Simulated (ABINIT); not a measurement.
**Ca2H3Br (P-3m1): G0W0 with and without spin-orbit coupling**

Is the spin-orbit change of the gap of Ca2H3Br (P-3m1) the same in DFT and in GW?

Program: ABINIT 10.8.3. Level of theory: PBEsol and many-body steps on it, plane waves. Results are calculated unless marked as measured.

## Step 1: Starting point

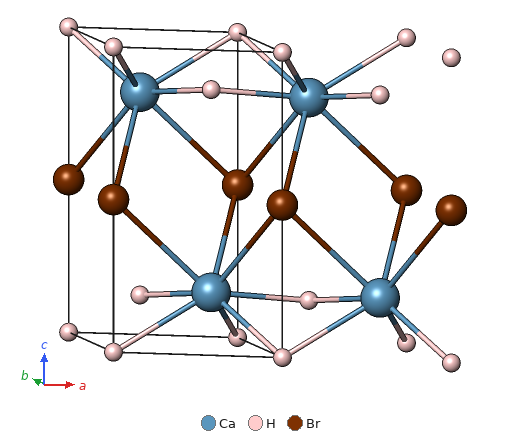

The starting structure, seen slightly off an axis (calcium blue, hydrogen pink, bromine brown). 2×1×1 cells are drawn. Bonds to atoms that aren't drawn are left out. Some periodic images of atoms are drawn too.

The cell and positions are those that the Materials Project relaxed with its own functionals (PBE, PBE+U or r2SCAN), kept fixed.

## Step 2: Empty states on the mesh, 3×3×2 mesh, 63 bands

This step: ABINIT 10.8.3; DFT, PBEsol, plane waves, norm-conserving pseudopotentials.

The sums over transitions need many empty states on a uniform mesh; this step solves for them.

Contents of run.abi:

```
acell 3*1.0 Angstrom
rprim 
  3.902939985722 0.000000000020 0.000000000000
  -1.951469992878 3.380045177071 0.000000000000
  0.000000000000 0.000000000000 6.853533590000
ntypat 3
znucl 20 1 35
natom 6
typat 1 1 2 2 2 3
xred 
  0.666666666667 0.333333333333 0.185756080000
  0.333333333333 0.666666666667 0.814243920000
  0.666666666667 0.333333333333 0.850475830000
  0.333333333333 0.666666666667 0.149524170000
  0.000000000000 0.000000000000 0.000000000000
  0.000000000000 0.000000000000 0.500000000000
pp_dirpath "pseudos"
pseudos "Ca.upf, H.upf, Br.upf"
ecut 32
ngkpt 3 3 2
nshiftk 1
shiftk 0 0 0
kptopt 1
chksymbreak 0
iscf -2
irdden 1
istwfk *1
nband 63
nbdbuf 4
tolwfr 1e-09
nstep 60
prtvol 0
indata_prefix "in"
outdata_prefix "out"
tmpdata_prefix "tmp"
```

Run with:

```
OMP_NUM_THREADS=1 mpirun -n 6 abinit run.abi > log
```

Numbers of over 12 decimals in the logs are rounded to 6 here.

Log:

```text
.Version 10.8.3 of ABINIT. v10.8.2 released Aug 2026.

 Symmetries : space group P-3 m 1 (#164); Bravais hP (primitive hexag.)
[... echo of the input left out ...]
== DATASET  1 ==================================================================
-   mpi_nproc: 6, omp_nthreads: 1 (-1 if OMP is not activated)

--- !DatasetInfo
iteration_state: {dtset: 1, }
dimensions: {natom: 6, nkpt: 6, mband: 63, nsppol: 1, nspinor: 1, nspden: 1, mpw: 5348, }
cutoff_energies: {ecut:  32.0, pawecutdg:  -1.0, }
[...]
0.74684    0.86059    0.86059    0.88812    0.89499    0.90807    0.90807    0.96701
   0.98095    0.99724    0.99724    1.01149    1.01149    1.02012    1.15701    1.20491
   1.20491    1.23275    1.23275    1.26734    1.28029    1.35429    1.35468
 prteigrs : prtvol=0 or 1, do not print more k-points.

== END DATASET(S) ==============================================================
================================================================================

 -outvars: echo values of variables after computation  --------
            nband          63
             nkpt           6
          spgroup         164
 [... the other variables as echoed above ...]

 Calculation completed.
```

It took 22 s on 6 MPI ranks of Arm Neoverse N1, shared host; peak memory 0.45 GiB; 2.2 min of CPU time.

Numbers from this step:

* gap: 1.541 eV
* k of the valence top: 0, 0, 0.5
* k of the conduction bottom: 0.3333, 0, 0.5
* least direct gap: 1.686 eV
* k points computed: 6
* lowest point of the top converged band, above the valence top: 24.90 eV

On this mesh the gap is 1.541 eV.

The density comes from a self-consistent run that is not shown.

## Step 3: Screening, 3×3×2 mesh, 59 bands, screening to 98 eV

The RPA dielectric matrix is built and inverted for each q.

This step: RPA screening on PBEsol, plane waves, norm-conserving pseudopotentials.

run.abi: that of step 2 with these lines changed.

```diff
@@ -24,10 +24,11 @@
 chksymbreak 0
-iscf -2
-irdden 1
 istwfk *1
-nband 63
-nbdbuf 4
-tolwfr 1e-09
-nstep 60
-prtvol 0
+occopt 1
+irdwfk 1
+optdriver 3
+nband 59
+ecuteps 3.6
+inclvkb 0
+awtr 1
+symchi 1
 indata_prefix "in"
```

Run with:

```
OMP_NUM_THREADS=1 mpirun -n 8 abinit run.abi > log
```

Log:

```text
.Version 10.8.3 of ABINIT. v10.8.2 released Aug 2026.

 Symmetries : space group P-3 m 1 (#164); Bravais hP (primitive hexag.)
[... echo of the input left out ...]
== DATASET  1 ==================================================================
-   mpi_nproc: 8, omp_nthreads: 1 (-1 if OMP is not activated)

--- !DatasetInfo
iteration_state: {dtset: 1, }
dimensions: {natom: 6, nkpt: 6, mband: 59, nsppol: 1, nspinor: 1, nspden: 1, mpw: 5348, }
cutoff_energies: {ecut:  32.0, pawecutdg:  -1.0, }
electrons: {nelect:   3.00000000E+01, charge:   0.00000000E+00, occopt:   1.00000000E+00, tsmear:   1.00000000E-02, }

 SCREENING: Calculation of the susceptibility and dielectric matrices

 Based on a program developped by R.W. Godby, V. Olevano, G. Onida, and L. Reining.
 Incorporated in ABINIT by V. Olevano, G.-M. Rignanese, and M. Torrent.
.Using double precision arithmetic ; gwpc =  8

[... cell and pseudopotentials left out ...]
--------------------------------------------------------------------------------

 ==== K-mesh for the wavefunctions ====
 Number of points in the irreducible wedge :     6
[... list of points left out ...]
 Together with 12 symmetry operations and time-reversal symmetry
 yields    18 points in the full Brillouin Zone.

 ==== Q-mesh for the screening function ====
 Number of points in the irreducible wedge :     6
[... list of points left out ...]
 Together with 12 symmetry operations and time-reversal symmetry
 yields    18 points in the full Brillouin Zone.

 setmesh: FFT mesh size selected  =    24x   24x   45
          total number of points  =        25920

 vcoul_init : cutoff-mode = AUXILIARY_FUNCTION
 q-points for optical limit:   1
     1)      0.000010    0.000020    0.000030

- screening: taking advantage of time-reversal symmetry
- Maximum band index for partially occupied states nbvw = 15
- Remaining bands to be divided among processors   nbcw = 44
- Number of bands treated by each node ~5

 Number of electrons calculated from density =   30.0000; Expected =   30.0000
 average of density, n =  0.049169
 r_s =    1.6933
 omega_plasma =   21.3896 [eV]

 calculating chi0 at frequencies [eV] :
  1    0.000000E+00    0.000000E+00
  2    0.000000E+00    2.138964E+01

--------------------------------------------------------------------------------
  q-point number  1        q = ( 0.000000, 0.000000, 0.000000) [r.l.u.]
--------------------------------------------------------------------------------
[... chi0 elements left out ...]
 For q-point:  0.000010 0.000020 0.000030
  dielectric constant =   7.2425
  dielectric constant without local fields =   8.0735

  Average fulfillment of the sum rule on Im[epsilon] for q-point    1 :     56.04  [%]
[... wings left out ...]
  q-point number  2        q = ( 0.333333, 0.000000, 0.000000) [r.l.u.]
--------------------------------------------------------------------------------
[... chi0 elements left out ...]
  Average fulfillment of the sum rule on Im[epsilon] for q-point    2 :     62.68  [%]

 [... 4 further q-points ...]
```

The job ended after 11 s (8 MPI ranks; peak memory 0.99 GiB).

Numbers from this step:

```yaml
eps_infinity_with_local_fields_on_this_mesh_along_the_program_s_q_direction: 7.242
the_same_without_local_fields: 8.073
plasma_frequency: 21.39 eV
plane_waves_in_the_screening_matrix: 209
```

Local fields lower ε∞ by 10 %. On a Γ-centred mesh this coarse the value itself is usually too large, while a short band sum pulls it down.

## Step 4: Scalar-relativistic

The self-energy is evaluated for the states that the input lists, and the levels follow from it, in one-shot runs by the linearised quasiparticle equation.

This step: G0W0 on PBEsol, plane waves, norm-conserving pseudopotentials.

run.abi: that of step 3 with these lines changed.

```diff
@@ -27,8 +27,19 @@
 irdwfk 1
-optdriver 3
+optdriver 4
 nband 59
+gwcalctyp 0
+ecutsigx 32
+symsigma 1
+nkptgw 3
+kptgw 
+  0.0000000000 0.0000000000 0.5000000000
+  0.3333333333 0.0000000000 0.5000000000
+  0.0000000000 0.0000000000 0.0000000000
+bdgw 
+  13 18
+  14 17
+  14 17
 ecuteps 3.6
-inclvkb 0
-awtr 1
-symchi 1
+irdscr 1
+ppmodel 1
 indata_prefix "in"
```

Log:

```text
.Version 10.8.3 of ABINIT. v10.8.2 released Aug 2026.

 Symmetries : space group P-3 m 1 (#164); Bravais hP (primitive hexag.)
[... echo of the input left out ...]
== DATASET  1 ==================================================================
-   mpi_nproc: 8, omp_nthreads: 1 (-1 if OMP is not activated)

--- !DatasetInfo
iteration_state: {dtset: 1, }
dimensions: {natom: 6, nkpt: 6, mband: 59, nsppol: 1, nspinor: 1, nspden: 1, mpw: 5348, }
cutoff_energies: {ecut:  32.0, pawecutdg:  -1.0, }
electrons: {nelect:   3.00000000E+01, charge:   0.00000000E+00, occopt:   1.00000000E+00, tsmear:   1.00000000E-02, }

 SIGMA: Calculation of the GW corrections

 Based on a program developped by R.W. Godby, V. Olevano, G. Onida, and L. Reining.
 Incorporated in ABINIT by V. Olevano, G.-M. Rignanese, and M. Torrent.
.Using double precision arithmetic ; gwpc =  8

[... cell and pseudopotentials left out ...]
--------------------------------------------------------------------------------

 ==== K-mesh for the wavefunctions ====
 Number of points in the irreducible wedge :     6
[... list of points left out ...]
 Together with 12 symmetry operations and time-reversal symmetry
 yields    18 points in the full Brillouin Zone.

 ==== Q-mesh for screening function ====
 Number of points in the irreducible wedge :     6
[... list of points left out ...]
 Together with 12 symmetry operations and time-reversal symmetry
 yields    18 points in the full Brillouin Zone.

 vcoul_init : cutoff-mode = AUXILIARY_FUNCTION
 q-points for optical limit:   1
     1)      0.000010    0.000020    0.000030
 setmesh: FFT mesh size selected  =    36x   36x   72
          total number of points  =        93312

 Number of electrons calculated from density =   30.0000; Expected =   30.0000
 average of density, n =  0.049169
 r_s =    1.6933
 omega_plasma =   21.3896 [eV]

 === KS Band Gaps ===
  >>>> For spin  1
   Minimum direct gap =   1.6861 [eV], located at k-point      :   0.0000  0.0000  0.5000
   Fundamental gap    =   1.5407 [eV], Top of valence bands at :   0.0000  0.0000  0.5000
                                       Bottom of conduction at :   0.3333  0.0000  0.5000
 SIGMA fundamental parameters:
 PLASMON POLE MODEL  1
 number of plane-waves for SigmaX                 5265
 number of plane-waves for SigmaC and W            209
 number of plane-waves for wavefunctions          5265
 number of bands                                    59
 number of independent spin polarizations            1
 number of spinorial components                      1
 number of k-points in IBZ                           6
 number of q-points in IBZ                           6
 number of symmetry operations                      12
 number of k-points in BZ                           18
 number of q-points in BZ                           18
 number of frequencies for dSigma/dE                 9
 frequency step for dSigma/dE [eV]                0.25
 number of omega for Sigma on real axis              0
 max omega for Sigma on real axis  [eV]           0.00
 zcut for avoiding poles [eV]                     0.10

 EPSILON^-1 parameters (SCR file):
 dimension of the eps^-1 matrix on file            209
 dimension of the eps^-1 matrix used               209
 number of plane-waves for wavefunctions          5265
 number of bands                                    59
 number of q-points in IBZ                           6
 number of frequencies                               2
 number of real frequencies                          1
 number of imag frequencies                          1

 matrix elements of self-energy operator (all in [eV])

 Perturbative Calculation

--- !SelfEnergy_ee
iteration_state: {dtset: 1, }
kpoint     : [   0.000,    0.000,    0.500, ]
spin       : 1
KS_gap     :    1.686
QP_gap     :    3.162
Delta_QP_KS:    1.476
data: !SigmaeeData |
     Band     E0 <VxcDFT>   SigX SigC(E0)      Z dSigC/dE  Sig(E)    E-E0       E
       13   1.827 -12.985 -16.454   2.919   0.805  -0.243 -13.427  -0.442   1.386
       14   1.827 -12.985 -16.454   2.919   0.805  -0.243 -13.427  -0.442   1.386
       15   5.737 -11.443 -13.712   1.957   0.795  -0.259 -11.691  -0.248   5.489
       16   7.423  -9.669  -4.798  -3.393   0.831  -0.203  -8.440   1.228   8.652
       17   7.663 -12.496  -6.501  -3.583   0.813  -0.230 -10.536   1.960   9.623
       18   7.663 -12.496  -6.501  -3.583   0.813  -0.230 -10.536   1.960   9.623

--- !SelfEnergy_ee
iteration_state: {dtset: 1, }
kpoint     : [   0.333,    0.000,    0.500, ]
spin       : 1
KS_gap     :    4.144
QP_gap     :    5.881
Delta_QP_KS:    1.737
data: !SigmaeeData |
     Band     E0 <VxcDFT>   SigX SigC(E0)      Z dSigC/dE  Sig(E)    E-E0       E
[...]
--- !SelfEnergy_ee
iteration_state: {dtset: 1, }
kpoint     : [   0.000,    0.000,    0.000, ]
spin       : 1
KS_gap     :    2.375
QP_gap     :    4.735
Delta_QP_KS:    2.360
data: !SigmaeeData |
     Band     E0 <VxcDFT>   SigX SigC(E0)      Z dSigC/dE  Sig(E)    E-E0       E
[...]
15   5.482 -10.993 -13.041   1.774   0.797  -0.255 -11.211  -0.218   5.264
       16   7.857 -13.096  -6.671  -3.776   0.808  -0.237 -10.954   2.142   9.999
       17   7.857 -13.096  -6.671  -3.776   0.808  -0.237 -10.954   2.142   9.999

== END DATASET(S) ==============================================================
================================================================================

 -outvars: echo values of variables after computation  --------
           etotal      0.0000000000E+00
            nband          59
             nkpt           6
          spgroup         164
 [... the other variables as echoed above ...]

 Calculation completed.
```

It took 8.7 s on 8 MPI ranks; peak memory 0.93 GiB.

Numbers from this step:

* G0W0 gap on the points computed: 3.163 eV
* starting gap on the mesh: 1.541 eV
* k of the valence top: 0, 0, 0.5
* k of the conduction bottom: 0, 0, 0.5
* Z at the valence top: 0.795
* Z at the conduction bottom: 0.831
* least direct G0W0 gap on the computed points: 3.163 eV

The gap on the mesh goes from 1.54 eV to 3.16 eV, a correction of +1.62 eV.

## Step 5: Empty states on the mesh, 3×3×2 mesh, 128 bands

This step: DFT, PBEsol with spin-orbit coupling, plane waves, norm-conserving pseudopotentials.

run.abi: that of step 4 with these lines changed.

```diff
@@ -19,2 +19,3 @@
 ecut 32
+nspinor 2
 ngkpt 3 3 2
@@ -24,22 +25,10 @@
 chksymbreak 0
+iscf -2
+irdden 1
 istwfk *1
-occopt 1
-irdwfk 1
-optdriver 4
-nband 59
-gwcalctyp 0
-ecutsigx 32
-symsigma 1
-nkptgw 3
-kptgw 
-  0.0000000000 0.0000000000 0.5000000000
-  0.3333333333 0.0000000000 0.5000000000
-  0.0000000000 0.0000000000 0.0000000000
-bdgw 
-  13 18
-  14 17
-  14 17
-ecuteps 3.6
-irdscr 1
-ppmodel 1
+nband 128
+nbdbuf 10
+tolwfr 1e-09
+nstep 60
+prtvol 0
 indata_prefix "in"
```

Run with:

```
OMP_NUM_THREADS=1 mpirun -n 6 abinit run.abi > log
```

Log:

```text
.Version 10.8.3 of ABINIT. v10.8.2 released Aug 2026.

 Symmetries : space group P-3 m 1 (#164); Bravais hP (primitive hexag.)
[... echo of the input left out ...]
== DATASET  1 ==================================================================
-   mpi_nproc: 6, omp_nthreads: 1 (-1 if OMP is not activated)

--- !DatasetInfo
iteration_state: {dtset: 1, }
dimensions: {natom: 6, nkpt: 6, mband: 128, nsppol: 1, nspinor: 2, nspden: 1, mpw: 5348, }
cutoff_energies: {ecut:  32.0, pawecutdg:  -1.0, }
[...]
1.20882    1.20882    1.23185    1.23185    1.23370    1.23370    1.26732    1.26732
   1.28033    1.28033    1.35401    1.35435    1.35462    1.35584    1.36936    1.38210
 prteigrs : prtvol=0 or 1, do not print more k-points.

== END DATASET(S) ==============================================================
================================================================================

 -outvars: echo values of variables after computation  --------
            nband         128
             nkpt           6
          spgroup         164
 [... the other variables as echoed above ...]

 Calculation completed.
```

Run time: 2.2 min. Hardware: 6 MPI ranks; peak memory 0.65 GiB; 13 min of CPU time.

Numbers from this step:

```
gap                                                           : 1.541 eV
k of the valence top                                          : 0, 0, 0.5
k of the conduction bottom                                    : 0.3333, 0, 0.5
least direct gap                                              : 1.686 eV
k points computed                                             : 6
lowest point of the top converged band, above the valence top : 24.90 eV
```

On this mesh the gap is 1.541 eV.

The density comes from a self-consistent run that is not shown, made with spin-orbit coupling and fully relativistic files.

## Step 6: Screening, 3×3×2 mesh, 118 bands, screening to 98 eV

This step: RPA screening on PBEsol with spin-orbit coupling, plane waves, norm-conserving pseudopotentials.

run.abi: that of step 5 with these lines changed.

```diff
@@ -25,10 +25,11 @@
 chksymbreak 0
-iscf -2
-irdden 1
 istwfk *1
-nband 128
-nbdbuf 10
-tolwfr 1e-09
-nstep 60
-prtvol 0
+occopt 1
+irdwfk 1
+optdriver 3
+nband 118
+ecuteps 3.6
+inclvkb 0
+awtr 1
+symchi 1
 indata_prefix "in"
```

Run with:

```
OMP_NUM_THREADS=1 mpirun -n 8 abinit run.abi > log
```

Log:

```text
.Version 10.8.3 of ABINIT. v10.8.2 released Aug 2026.

 Symmetries : space group P-3 m 1 (#164); Bravais hP (primitive hexag.)
[... echo of the input left out ...]
== DATASET  1 ==================================================================
-   mpi_nproc: 8, omp_nthreads: 1 (-1 if OMP is not activated)

--- !DatasetInfo
iteration_state: {dtset: 1, }
dimensions: {natom: 6, nkpt: 6, mband: 118, nsppol: 1, nspinor: 2, nspden: 1, mpw: 5348, }
cutoff_energies: {ecut:  32.0, pawecutdg:  -1.0, }
electrons: {nelect:   3.00000000E+01, charge:   0.00000000E+00, occopt:   1.00000000E+00, tsmear:   1.00000000E-02, }

 SCREENING: Calculation of the susceptibility and dielectric matrices

 Based on a program developped by R.W. Godby, V. Olevano, G. Onida, and L. Reining.
 Incorporated in ABINIT by V. Olevano, G.-M. Rignanese, and M. Torrent.
.Using double precision arithmetic ; gwpc =  8

[... cell and pseudopotentials left out ...]
--------------------------------------------------------------------------------

 ==== K-mesh for the wavefunctions ====
 Number of points in the irreducible wedge :     6
[... list of points left out ...]
 Together with 12 symmetry operations and time-reversal symmetry
 yields    18 points in the full Brillouin Zone.

 ==== Q-mesh for the screening function ====
 Number of points in the irreducible wedge :     6
[... list of points left out ...]
 Together with 12 symmetry operations and time-reversal symmetry
 yields    18 points in the full Brillouin Zone.

 setmesh: FFT mesh size selected  =    24x   24x   45
          total number of points  =        25920

 vcoul_init : cutoff-mode = AUXILIARY_FUNCTION
 q-points for optical limit:   1
     1)      0.000010    0.000020    0.000030

- screening: taking advantage of time-reversal symmetry
- Maximum band index for partially occupied states nbvw = 30
- Remaining bands to be divided among processors   nbcw = 88
- Number of bands treated by each node ~11

 Number of electrons calculated from density =   30.0000; Expected =   30.0000
 average of density, n =  0.049169
 r_s =    1.6933
 omega_plasma =   21.3896 [eV]

 calculating chi0 at frequencies [eV] :
  1    0.000000E+00    0.000000E+00
  2    0.000000E+00    2.138964E+01

--------------------------------------------------------------------------------
  q-point number  1        q = ( 0.000000, 0.000000, 0.000000) [r.l.u.]
--------------------------------------------------------------------------------
[... chi0 elements left out ...]
 For q-point:  0.000010 0.000020 0.000030
  dielectric constant =   7.2510
  dielectric constant without local fields =   8.0824

  Average fulfillment of the sum rule on Im[epsilon] for q-point    1 :     56.04  [%]
[... wings left out ...]
  q-point number  2        q = ( 0.333333, 0.000000, 0.000000) [r.l.u.]
--------------------------------------------------------------------------------
[... chi0 elements left out ...]
  Average fulfillment of the sum rule on Im[epsilon] for q-point    2 :     62.68  [%]

 [... 4 further q-points ...]
```

It took 73 s on 8 MPI ranks; peak memory 2.4 GiB; 9.8 min of CPU time.

Numbers from this step:

```
ε∞ with local fields, on this mesh, along the program's q direction : 7.251
the same without local fields                                       : 8.082
plasma frequency                                                    : 21.39 eV
plane waves in the screening matrix                                 : 209
```

(Continued in part 2 of 2.)

[Paths, hosts, dates, memory and timing lines, banners, echoed tables and standing remarks are left out of the program output.]

[Logs are printed without paths, hosts, clocks, repeated set-up lines and the standing remarks that a program may print on its own settings, such as how far it seeks lower states.]

[Runs of the session that timed out or met a known fault of the program may be left out.]

[Hosts, paths, dates, database ids (printed as entryN), source tags and the programs' standing remarks are cut or masked in the printed files.]

[G0W0 gaps are taken among the corrected bands and points alone; a level outside them can change the order at an edge.]

[Where Ansatz stands beside ABINIT at settings called matched, ABINIT's density can come from a denser mesh and the files from another edition; pairs whose starting gaps differed by over 0.03 eV were left out, so agreement reads better than it is.]
